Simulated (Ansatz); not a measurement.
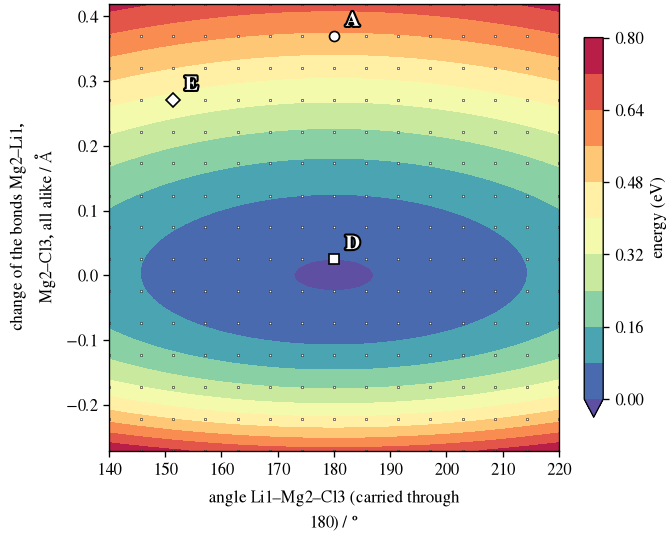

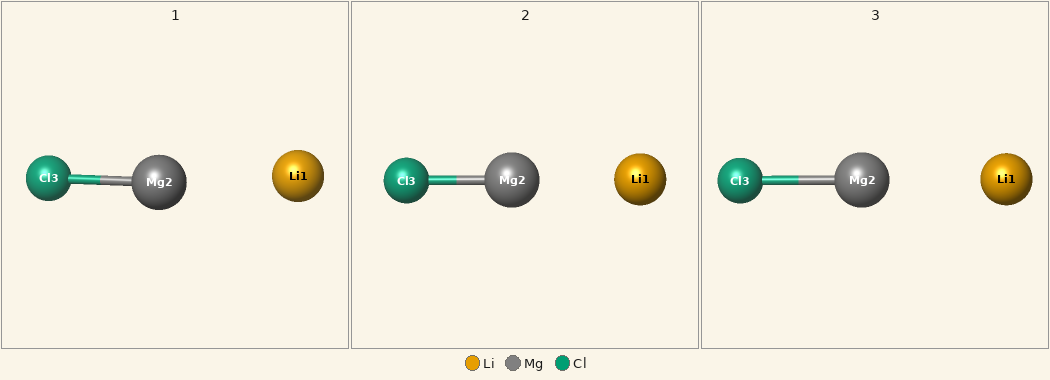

ClLiMg. 
- First axis: angle Li1–Mg2–Cl3 (carried through 180). Second axis: change of the bonds Mg2–Li1, Mg2–Cl3, all alike.
- Nothing is relaxed (all other coordinates rigid).
- The grid has 15 × 15 points; 120 points were computed and 105 follow by symmetry.
- Points are written as (first, second).
- Energies: eV, counted from the lowest grid point.
- Theory: RKS SPW92 (LDA)/def2-TZVP in Ansatz.

Drawn: filled contours, dots at the grid points, lettered points. Between grid points the surface is interpolated. The numbered pictures are the structures at these points, in random order.

Which structure belongs to which point?

Answer. A is structure 3: (180.0°, 0.370 Å), 0.55 eV; D is structure 2: (180.0°, 0.025 Å), 0.00 eV; E is structure 1: (151.4°, 0.271 Å), 0.38 eV.
